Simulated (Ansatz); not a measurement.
Consider BFGaHO (SMILES FB[O][Ga]).

The calculation's input:

```
crystal:
  periodic: [false, false, false]
  atoms:
    - {symbol: B, position_ang: [-0.528991, -1.554780, 0.260007]}
    - {symbol: F, position_ang: [-0.267244, -2.763107, -0.252191]}
    - {symbol: Ga, position_ang: [1.245206, 0.837185, -0.788315]}
    - {symbol: O, position_ang: [0.181773, -0.493688, -0.136389]}
    - {symbol: H, position_ang: [-1.418772, -1.480050, 1.077569]}
basis:
  gaussian:
    orbitals: def2-TZVPD
hamiltonian:
  xc: pbe0
output:
  forces: true
  orbitals: {seedname: orbitals}
```

Command:

```sh
ansatz run input.yaml --threads 1 --pin off --max-ram 2610MiB --events-out events.jsonl --progress --plain --runs-dir runs
```

Geometry: r2SCAN-D4/def2-SVP.

The calculation used Ansatz, isolated molecule in a Gaussian basis; Kohn-Sham density functional theory, functional PBE0.

**What will maps of the electron density and electron localisation function show?**

B–O (1.34 Å): ρ at the midpoint is about 2.2 e/Å³; the ELF peaks at about 0.90 between the atoms: a short, strongly polar bond.
B–F (1.34 Å): ρ is about 2.1 e/Å³ halfway; the ELF peaks at about 0.85 between the atoms; a shared but strongly polarised pair.
Ga–O (1.82 Å): ρ at the midpoint is about 0.78 e/Å³; the ELF peaks at about 0.85 in the valence shell of O, 0.5 Å from its nucleus, and is about 0.20 at the midpoint.
B–H (1.21 Å): ρ at the midpoint is about 1.3 e/Å³; the ELF climbs to about 1 towards the hydrogen, as it does in any bond to H (a covalent bond by its length).

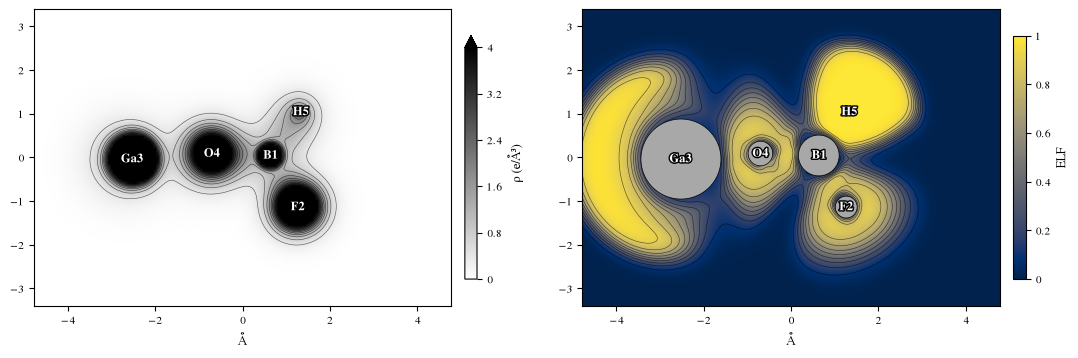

Computed electron density and electron localisation function on the molecular plane, in this order. Grey discs cover the atomic cores in the ELF map. 
